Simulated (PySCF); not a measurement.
C4H10B2FN

```tsv
atom	x (Å)	y (Å)	z (Å)
B	3.2995	0.5236	-0.1805
N	1.9922	0.0152	-0.3079
B	0.9817	-0.0714	0.6727
C	-0.4199	-0.7092	0.2922
C	-1.6693	-0.2000	1.0496
C	-2.1301	0.4993	-0.2299
F	-3.4315	0.2419	-0.5988
C	-1.0721	-0.2533	-1.0384
H	3.6423	0.9514	0.8509
H	4.0134	0.5066	-1.1088
H	1.7429	-0.3400	-1.2233
H	1.2098	0.2999	1.7583
H	-0.3196	-1.7977	0.3487
H	-2.3578	-0.9916	1.3379
H	-1.4876	0.4483	1.9033
H	-2.0214	1.5874	-0.2271
H	-1.5159	-1.0662	-1.6101
H	-0.4653	0.3620	-1.7005
```

Geometry: GFN2-xTB.

These are results of PySCF 2.14.0, PBE0/pcSseg-1, SCF density, gas phase, non-relativistic, not measurements.

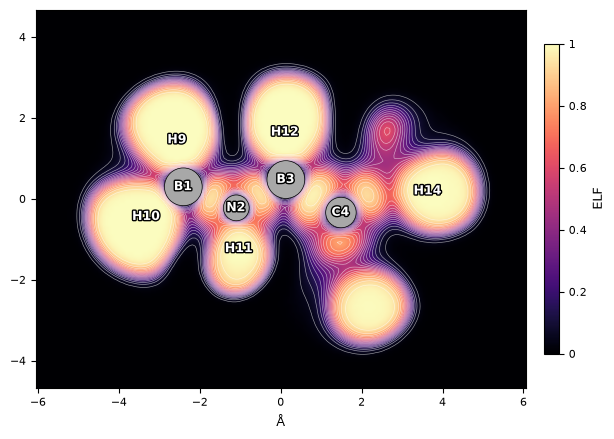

Figure 1. ELF on the plane of atoms N2, B1 and H9. Grey discs cover the atomic cores.

Interpret the plot.

The section cuts through B, N, C and H sites. B–N (1.41 Å): the ELF peaks at about 0.95 between the atoms; a polar covalent bond. C–B (1.59 Å): the ELF peaks at about 1 between the atoms (a shared electron pair). N–H (1.01 Å): the ELF climbs to about 1 towards the hydrogen, as it does in any bond to H (a covalent bond by its length). B–H (1.17 Å): the ELF climbs to about 1 towards the hydrogen: an ordinary covalent bond to hydrogen.

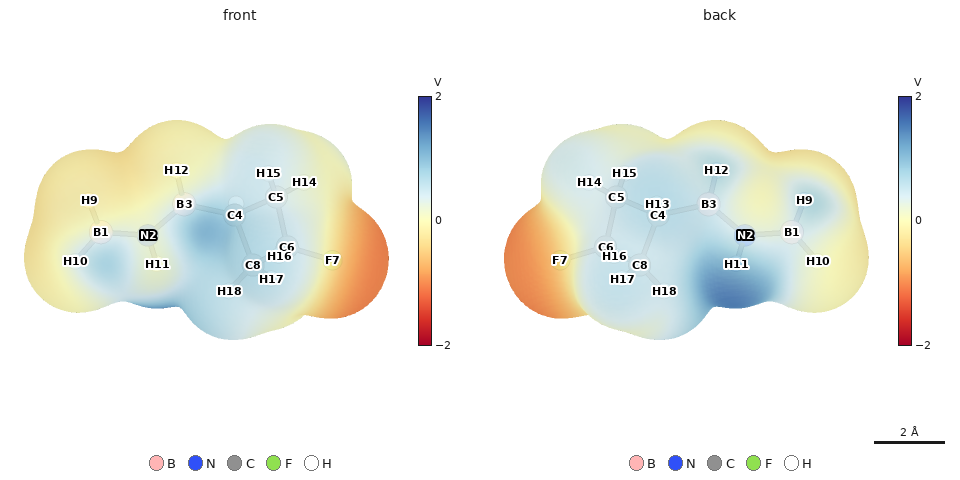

Figure 2. The molecular electrostatic potential painted on the density surface at 0.001 e/bohr³, seen from the front and from behind; red is negative and blue positive.

Which sites attract a positive test charge, and which a negative one?

A positive charge is drawn to the negative regions and a negative charge to the positive ones. The most negative region (about −1.0 V) lies over F7, the most positive (about +1.5 V) over H11.

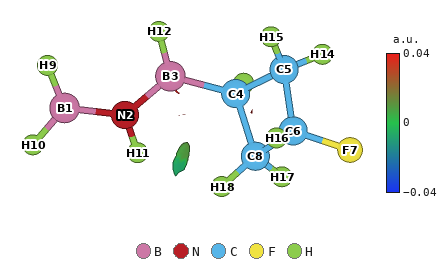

Figure 3. Non-covalent interaction (NCI) plot: the surface where the reduced density gradient is 0.6, for densities under 0.05 a.u., coloured by sign(λ₂)ρ; seen at a tilt.

Identify the weak interactions.

Between H11 and N2 on one side and H18 and C8 on the other: a weak contact, attractive (blue-green) on one side and crowded (olive to red) on the other.
